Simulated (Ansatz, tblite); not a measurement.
**The cluster B2F4: removing and adding an electron**

What does removing or adding an electron cost or gain for the cluster B2F4? Each charged state is run at several levels.

The runs use Ansatz 0.2.0, Gaussian basis; as each input shows.

The runs, in order: charge +1 doublet, at the geometry of the singlet (PBE0-D4/def2-TZVP, PBE-D4/def2-TZVP, r2SCAN-D4/def2-TZVP); charge -1 doublet, at the geometry of the singlet (PBE0-D4/def2-TZVPD, PBE-D4/def2-TZVPD, r2SCAN-D4/def2-TZVPD); the starting singlet's energies come from earlier runs.

### Step 1. The relaxed structure

The singlet was relaxed beforehand with PBE0-D4/def2-SVP. At that level it is the lowest of the isomers that a small search found.

6 atoms, charge 0, spin multiplicity 1.

Atoms are counted from 1 here; the program's logs count them from 0.

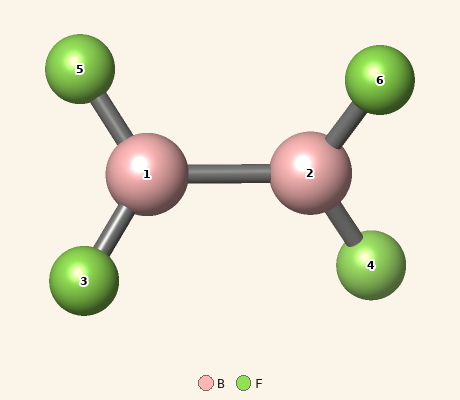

The geometry (boron pink, fluorine green); atoms are numbered from 1 in the order of the file.

Geometry (Å):

```mol
B2F4
  3D, bonds by distance, orders not assigned

  6  5  0  0  0  0  0  0  0  0999 V2000
   -0.7792   -0.3230    0.1830 B   0  0
    0.7794    0.3226   -0.1828 B   0  0
   -1.1274   -0.6259    1.4162 F   0  0
    1.8576   -0.0718    0.4621 F   0  0
   -1.6750   -0.5349   -0.7587 F   0  0
    0.9446    1.2328   -1.1199 F   0  0
  1  2  8  0
  1  3  8  0
  1  5  8  0
  2  4  8  0
  2  6  8  0
M  END
```

### Step 2. Charge +1 doublet at the fixed geometry, first pass, PBE0-D4/def2-SVP

The input, in.yaml:

```yaml
crystal:
  periodic: [false, false, false]
  atoms:
    - {symbol: B, position_ang: [-0.779244, -0.322956, 0.182982]}
    - {symbol: B, position_ang: [0.779415, 0.322646, -0.182773]}
    - {symbol: F, position_ang: [-1.127433, -0.625865, 1.416242]}
    - {symbol: F, position_ang: [1.857602, -0.071785, 0.462108]}
    - {symbol: F, position_ang: [-1.674968, -0.534883, -0.758672]}
    - {symbol: F, position_ang: [0.944619, 1.232843, -1.119887]}
basis:
  gaussian: {orbitals: def2-SVP}
total_charge: 1
magnetization: {spin_polarized: true, initial_magnetization: 1}
hamiltonian: {xc: pbe0, dispersion: d4}
output: {orbitals: {seedname: orbitals}}
```

The run is started by

```sh
ansatz run in.yaml --threads 4 --pin off --events-out ev --progress --plain --max-ram 3916MiB
```

What it wrote:

```text
Functional definition: PBE0
  name "PBE0"
  cite "Adamo & Barone, J. Chem. Phys. 110, 6158 (1999) doi:10.1063/1.478522"
  cite "Perdew, Burke & Ernzerhof, Phys. Rev. Lett. 77, 3865 (1996) doi:10.1103/PhysRevLett.77.3865"
  parent pbe
  parameter a = 0.25
  parameter kappa = 0.804
  parameter beta = 0.06672455060314922
  exchange = (1 - a)*pbe_x(kappa = kappa, mu = beta*pi^2/3) + a*exact_x
  correlation = pbe_c(beta = beta)
792 factors; integrals over basis functions are off by at most 8.0e-4 eV
mean field evaluation 1: about -12183.6310 eV, gradient 5.2e1 eV
mean field evaluation 2: about -12165.3208 eV, gradient 9.2e1 eV
mean field evaluation 4: about -12191.6713 eV, gradient 1.2e0 eV
mean field evaluation 8: about -12191.8596 eV, gradient 3.5e-2 eV
mean field evaluation 16: about -12191.8596 eV, gradient 3.6e-5 eV
mean field -12191.85963114 eV, -448.0425775051 hartree, gradient 3.6e-5 eV, S^2 0.753395; 0 other end points of the search recorded, 0 dependent functions left out
reference -12191.85965150 eV, -448.0425782533 hartree; 23, 22 occupied and 61, 62 virtual orbitals, 792 factors
Total energy: -12191.92618358 eV, -448.0450232623 hartree
```

It took 1.1 s on 4 threads of Arm Neoverse V1, shared host.

From the report: HOMO -19.03 eV, LUMO -15.44 eV (over both spins); ⟨S²⟩ 0.753 (pure: 0.75).

### Step 3. Charge +1 doublet at the fixed geometry, PBE0-D4/def2-TZVP

start.molden holds the orbitals of an earlier run on this state, given as this run's starting guess.

Edit in.yaml of step 2 so:

```diff
@@ -10,3 +10,3 @@
 basis:
-  gaussian: {orbitals: def2-SVP}
+  gaussian: {orbitals: def2-TZVP, initial_orbitals: start.molden}
 total_charge: 1
@@ -14,2 +14,3 @@
 hamiltonian: {xc: pbe0, dispersion: d4}
+scf: {omitted_lower_state_checks: [starts]}
 output: {orbitals: {seedname: orbitals}}
```

Same command.

What it wrote:

```text
Functional definition: PBE0
  name "PBE0"
  cite "Adamo & Barone, J. Chem. Phys. 110, 6158 (1999) doi:10.1063/1.478522"
  cite "Perdew, Burke & Ernzerhof, Phys. Rev. Lett. 77, 3865 (1996) doi:10.1103/PhysRevLett.77.3865"
  parent pbe
  parameter a = 0.25
  parameter kappa = 0.804
  parameter beta = 0.06672455060314922
  exchange = (1 - a)*pbe_x(kappa = kappa, mu = beta*pi^2/3) + a*exact_x
  correlation = pbe_c(beta = beta)
these checks for a lower state are left out or cut short: starts
962 factors; their error is unknown
mean field evaluation 1: about -12200.6914 eV, gradient 1.7e2 eV
mean field evaluation 2: about -12206.4749 eV, gradient 5.5e0 eV
mean field evaluation 4: about -12206.6003 eV, gradient 1.8e-1 eV
mean field evaluation 8: about -12206.6004 eV, gradient 1.3e-5 eV
mean field -12206.60043453 eV, -448.5842920380 hartree, gradient 1.3e-5 eV, S^2 0.753748; 0 other end points of the search recorded, 0 dependent functions left out
reference -12206.60045640 eV, -448.5842928419 hartree; 23, 22 occupied and 163, 164 virtual orbitals, 962 factors
Total energy: -12206.66698849 eV, -448.5867378509 hartree
Checks for a lower state left out: starts
```

It took 2.6 s on 4 threads of Arm Neoverse V1, shared host.

From the report: HOMO -18.95 eV, LUMO -15.37 eV (over both spins); ⟨S²⟩ 0.754 (pure: 0.75).

### Step 4. Charge +1 doublet at the fixed geometry, PBE-D4/def2-TZVP

Edit in.yaml of step 3 so:

```diff
@@ -13,3 +13,3 @@
 magnetization: {spin_polarized: true, initial_magnetization: 1}
-hamiltonian: {xc: pbe0, dispersion: d4}
+hamiltonian: {xc: pbe, dispersion: d4}
 scf: {omitted_lower_state_checks: [starts]}
```

Same command.

What it wrote:

```text
Functional definition: PBE
  name "PBE"
  cite "Perdew, Burke & Ernzerhof, Phys. Rev. Lett. 77, 3865 (1996) doi:10.1103/PhysRevLett.77.3865"
  parent pbe
  parameter kappa = 0.804
  parameter beta = 0.06672455060314922
  exchange = pbe_x(kappa = kappa, mu = beta*pi^2/3)
  correlation = pbe_c(beta = beta)
these checks for a lower state are left out or cut short: starts
962 factors; their error is unknown
mean field evaluation 1: about -12206.8396 eV, gradient 8.3e0 eV
mean field evaluation 2: about -12207.0246 eV, gradient 1.9e-1 eV
mean field evaluation 4: about -12207.0155 eV, gradient 1.8e-3 eV
mean field -12207.01547487 eV, -448.5995444893 hartree, gradient 1.3e-5 eV, S^2 0.751302; 0 other end points of the search recorded, 0 dependent functions left out
reference -12207.01550794 eV, -448.5995457044 hartree; 23, 22 occupied and 163, 164 virtual orbitals, 962 factors
Total energy: -12207.09529238 eV, -448.6024777287 hartree
Checks for a lower state left out: starts
```

It took 1.8 s on 4 threads of Arm Neoverse V1, shared host.

From the report: HOMO -16.84 eV, LUMO -15.84 eV (over both spins); ⟨S²⟩ 0.751 (pure: 0.75).

### Step 5. Charge +1 doublet at the fixed geometry, r2SCAN-D4/def2-TZVP

Edit in.yaml of step 4 so:

```diff
@@ -13,3 +13,3 @@
 magnetization: {spin_polarized: true, initial_magnetization: 1}
-hamiltonian: {xc: pbe, dispersion: d4}
+hamiltonian: {xc: r2scan, dispersion: d4}
 scf: {omitted_lower_state_checks: [starts]}
```

Same command.

What it wrote:

```text
Functional definition: r2SCAN
  name "r2SCAN"
  cite "Furness, Kaplan, Ning, Perdew & Sun, J. Phys. Chem. Lett. 11, 8208 (2020) doi:10.1021/acs.jpclett.0c02405"
  cite "Furness, Kaplan, Ning, Perdew & Sun, J. Phys. Chem. Lett. 11, 9248 (2020) doi:10.1021/acs.jpclett.0c03077"
  parent r2scan
  parameter k0 = 0.174
  parameter k1 = 0.065
  parameter a1 = 4.9479
  exchange = r2scan_x(k0 = k0, k1 = k1, a1 = a1)
  correlation = r2scan_c
these checks for a lower state are left out or cut short: starts
962 factors; their error is unknown
mean field evaluation 1: about -12213.8775 eV, gradient 4.0e0 eV
mean field evaluation 2: about -12213.9225 eV, gradient 6.2e-2 eV
mean field evaluation 4: about -12213.9163 eV, gradient 3.7e-4 eV
mean field -12213.91633728 eV, -448.8531465052 hartree, gradient 2.5e-5 eV, S^2 0.753352; 0 other end points of the search recorded, 0 dependent functions left out
reference -12213.91634678 eV, -448.8531468544 hartree; 23, 22 occupied and 163, 164 virtual orbitals, 962 factors
Total energy: -12213.93576931 eV, -448.8538606191 hartree
Checks for a lower state left out: starts
```

Wall time 3.8 s (4 threads of Arm Neoverse V1, shared host).

HOMO -17.46 eV, LUMO -15.90 eV (over both spins); ⟨S²⟩ 0.753 (pure: 0.75).

### Step 6. Vertical ionisation energy

Charged state less starting state, singlet to doublet; the starting state's energies are those of its earlier runs.

| level | vertical ionisation energy (eV) | time |
| --- | --- | --- |
| PBE-D4/def2-TZVP | +12.13 | 3 s |
| r2SCAN-D4/def2-TZVP | +12.37 | 6 s |
| PBE0-D4/def2-TZVP | +12.75 | 4 s |

Times add the two runs; a level without a time comes out of a correlated run.

Beside −ε(HOMO) of the starting state:

| level | −ε(HOMO) (eV) | by difference (eV) | mismatch (eV) |
| --- | --- | --- | --- |
| PBE-D4/def2-TZVP | 8.36 | 12.13 | -3.76 |
| r2SCAN-D4/def2-TZVP | 8.75 | 12.37 | -3.62 |
| PBE0-D4/def2-TZVP | 10.07 | 12.75 | -2.67 |

### Step 7. Charge -1 doublet at the fixed geometry, first pass, PBE0-D4/def2-SVP

Edit in.yaml of step 5 so:

```diff
@@ -10,7 +10,6 @@
 basis:
-  gaussian: {orbitals: def2-TZVP, initial_orbitals: start.molden}
-total_charge: 1
+  gaussian: {orbitals: def2-SVP}
+total_charge: -1
 magnetization: {spin_polarized: true, initial_magnetization: 1}
-hamiltonian: {xc: r2scan, dispersion: d4}
-scf: {omitted_lower_state_checks: [starts]}
+hamiltonian: {xc: pbe0, dispersion: d4}
 output: {orbitals: {seedname: orbitals}}
```

The command is unchanged.

What it wrote:

```text
Functional definition: PBE0
  name "PBE0"
  cite "Adamo & Barone, J. Chem. Phys. 110, 6158 (1999) doi:10.1063/1.478522"
  cite "Perdew, Burke & Ernzerhof, Phys. Rev. Lett. 77, 3865 (1996) doi:10.1103/PhysRevLett.77.3865"
  parent pbe
  parameter a = 0.25
  parameter kappa = 0.804
  parameter beta = 0.06672455060314922
  exchange = (1 - a)*pbe_x(kappa = kappa, mu = beta*pi^2/3) + a*exact_x
  correlation = pbe_c(beta = beta)
792 factors; integrals over basis functions are off by at most 8.0e-4 eV
mean field evaluation 1: about -12203.5737 eV, gradient 7.9e0 eV
mean field evaluation 2: about -12203.8421 eV, gradient 4.2e0 eV
mean field evaluation 4: about -12203.9090 eV, gradient 4.8e-1 eV
mean field evaluation 8: about -12204.1032 eV, gradient 4.7e-3 eV
mean field evaluation 16: about -12204.1032 eV, gradient 1.1e-5 eV
mean field -12204.10319134 eV, -448.4925200434 hartree, gradient 1.1e-5 eV, S^2 0.751942; 0 other end points of the search recorded, 0 dependent functions left out
reference -12204.10321579 eV, -448.4925209419 hartree; 24, 23 occupied and 60, 61 virtual orbitals, 792 factors
Total energy: -12204.19156242 eV, -448.4957676208 hartree
```

It took 1.1 s on 4 threads of Arm Neoverse V1, shared host.

HOMO 2.83 eV, LUMO 5.84 eV (over both spins); ⟨S²⟩ 0.752 (pure: 0.75). Doubts: highest occupied level lies above zero.

### Step 8. Charge -1 doublet at the fixed geometry, PBE0-D4/def2-TZVPD

Edit in.yaml of step 7 so:

```diff
@@ -10,3 +10,3 @@
 basis:
-  gaussian: {orbitals: def2-SVP}
+  gaussian: {orbitals: def2-TZVPD, initial_orbitals: start.molden}
 total_charge: -1
@@ -14,2 +14,3 @@
 hamiltonian: {xc: pbe0, dispersion: d4}
+scf: {omitted_lower_state_checks: [starts]}
 output: {orbitals: {seedname: orbitals}}
```

Same command.

What it wrote:

```text
Functional definition: PBE0
  name "PBE0"
  cite "Adamo & Barone, J. Chem. Phys. 110, 6158 (1999) doi:10.1063/1.478522"
  cite "Perdew, Burke & Ernzerhof, Phys. Rev. Lett. 77, 3865 (1996) doi:10.1103/PhysRevLett.77.3865"
  parent pbe
  parameter a = 0.25
  parameter kappa = 0.804
  parameter beta = 0.06672455060314922
  exchange = (1 - a)*pbe_x(kappa = kappa, mu = beta*pi^2/3) + a*exact_x
  correlation = pbe_c(beta = beta)
these checks for a lower state are left out or cut short: starts
1118 factors; their error is unknown
mean field evaluation 1: about -12212.4641 eV, gradient 1.7e2 eV
mean field evaluation 2: about -12218.9051 eV, gradient 7.2e0 eV
mean field evaluation 4: about -12219.3246 eV, gradient 3.5e-3 eV
mean field evaluation 8: about -12219.3608 eV, gradient 2.2e-5 eV
mean field -12219.36079508 eV, -449.0532266391 hartree, gradient 2.2e-5 eV, S^2 0.753239; 0 other end points of the search recorded, 0 dependent functions left out
reference -12219.36083870 eV, -449.0532282419 hartree; 24, 23 occupied and 210, 211 virtual orbitals, 1118 factors
Total energy: -12219.44918533 eV, -449.0564749208 hartree
Checks for a lower state left out: starts
```

Run time: 5.5 s. Hardware: 4 threads of Arm Neoverse V1, shared host; peak memory 0.68 GiB.

Report: HOMO 2.16 eV, LUMO 3.74 eV (over both spins); ⟨S²⟩ 0.753 (pure: 0.75). Doubts: highest occupied level lies above zero.

### Step 9. Charge -1 doublet at the fixed geometry, PBE-D4/def2-TZVPD

Edit in.yaml of step 8 so:

```diff
@@ -13,3 +13,3 @@
 magnetization: {spin_polarized: true, initial_magnetization: 1}
-hamiltonian: {xc: pbe0, dispersion: d4}
+hamiltonian: {xc: pbe, dispersion: d4}
 scf: {omitted_lower_state_checks: [starts]}
```

Launched as before.

What it wrote:

```text
Functional definition: PBE
  name "PBE"
  cite "Perdew, Burke & Ernzerhof, Phys. Rev. Lett. 77, 3865 (1996) doi:10.1103/PhysRevLett.77.3865"
  parent pbe
  parameter kappa = 0.804
  parameter beta = 0.06672455060314922
  exchange = pbe_x(kappa = kappa, mu = beta*pi^2/3)
  correlation = pbe_c(beta = beta)
these checks for a lower state are left out or cut short: starts
1118 factors; their error is unknown
mean field evaluation 1: about -12219.0123 eV, gradient 8.2e0 eV
mean field evaluation 2: about -12219.1627 eV, gradient 1.6e-1 eV
mean field evaluation 4: about -12219.1592 eV, gradient 1.3e-3 eV
mean field evaluation 8: about -12219.1592 eV, gradient 3.4e-5 eV
mean field -12219.15923831 eV, -449.0458195642 hartree, gradient 4.1e-6 eV, S^2 0.752393; 0 other end points of the search recorded, 0 dependent functions left out
reference -12219.15929162 eV, -449.0458215235 hartree; 24, 23 occupied and 210, 211 virtual orbitals, 1118 factors
Total energy: -12219.26523838 eV, -449.0497149951 hartree
Checks for a lower state left out: starts
```

It took 7 s on 4 threads of Arm Neoverse V1, shared host.

Report: HOMO 3.04 eV, LUMO 3.32 eV (over both spins); ⟨S²⟩ 0.752 (pure: 0.75). Doubts: highest occupied level lies above zero.

### Step 10. Charge -1 doublet at the fixed geometry, r2SCAN-D4/def2-TZVPD

Edit in.yaml of step 9 so:

```diff
@@ -13,3 +13,3 @@
 magnetization: {spin_polarized: true, initial_magnetization: 1}
-hamiltonian: {xc: pbe, dispersion: d4}
+hamiltonian: {xc: r2scan, dispersion: d4}
 scf: {omitted_lower_state_checks: [starts]}
```

The command is unchanged.

What it wrote:

```text
Functional definition: r2SCAN
  name "r2SCAN"
  cite "Furness, Kaplan, Ning, Perdew & Sun, J. Phys. Chem. Lett. 11, 8208 (2020) doi:10.1021/acs.jpclett.0c02405"
  cite "Furness, Kaplan, Ning, Perdew & Sun, J. Phys. Chem. Lett. 11, 9248 (2020) doi:10.1021/acs.jpclett.0c03077"
  parent r2scan
  parameter k0 = 0.174
  parameter k1 = 0.065
  parameter a1 = 4.9479
  exchange = r2scan_x(k0 = k0, k1 = k1, a1 = a1)
  correlation = r2scan_c
these checks for a lower state are left out or cut short: starts
1118 factors; their error is unknown
mean field evaluation 1: about -12226.2647 eV, gradient 4.0e0 eV
mean field evaluation 2: about -12226.2972 eV, gradient 4.3e-2 eV
mean field evaluation 4: about -12226.2972 eV, gradient 1.4e-4 eV
mean field -12226.29718900 eV, -449.3081344139 hartree, gradient 1.4e-5 eV, S^2 0.755333; 0 other end points of the search recorded, 0 dependent functions left out
reference -12226.29721789 eV, -449.3081354754 hartree; 24, 23 occupied and 210, 211 virtual orbitals, 1118 factors
Total energy: -12226.32300689 eV, -449.3090832037 hartree
Checks for a lower state left out: starts
```

It took 7 s on 4 threads of Arm Neoverse V1, shared host.

HOMO 2.91 eV, LUMO 3.84 eV (over both spins); ⟨S²⟩ 0.755 (pure: 0.75). Doubts: highest occupied level lies above zero.

### Step 11. Vertical electron affinity

Starting state less charged state (positive: the electron is bound), singlet to doublet; the starting state's energies are those of its earlier runs.

| level | vertical electron affinity (eV) | time |
| --- | --- | --- |
| PBE-D4/def2-TZVPD | -0.01 | 8.7 s |
| r2SCAN-D4/def2-TZVPD | -0.02 | 10 s |
| PBE0-D4/def2-TZVPD | 0.00 | 7.7 s |

Times add the two runs; a level without a time comes out of a correlated run.

Beside −ε(LUMO) of the starting state:

| level | −ε(LUMO) (eV) | by difference (eV) | mismatch (eV) |
| --- | --- | --- | --- |
| PBE-D4/def2-TZVPD | 3.08 | -0.01 | +3.09 |
| r2SCAN-D4/def2-TZVPD | 2.82 | -0.02 | +2.84 |
| PBE0-D4/def2-TZVPD | 2.12 | 0.00 | +2.13 |

### Step 12. Results

| quantity | value |
| --- | --- |
| vertical ionisation energy, functionals in def2-TZVP | 12.13 (PBE-D4) to 12.75 eV (PBE0-D4) |
| vertical electron affinity, functionals in def2-TZVPD | -0.02 (r2SCAN-D4) to 0.00 eV (PBE0-D4) |

In words: The vertical ionisation energy spans 12.13 to 12.75 eV over the functionals. −ε(HOMO) misses the level's own difference by -2.67 eV at best (PBE0-D4) and -3.76 eV at worst (PBE-D4). The vertical electron affinity spans -0.02 to 0.00 eV over the functionals. A negative affinity means an unbound electron, held by the basis alone. −ε(LUMO) misses the level's own difference by +2.13 eV at best (PBE0-D4) and +3.09 eV at worst (PBE-D4).
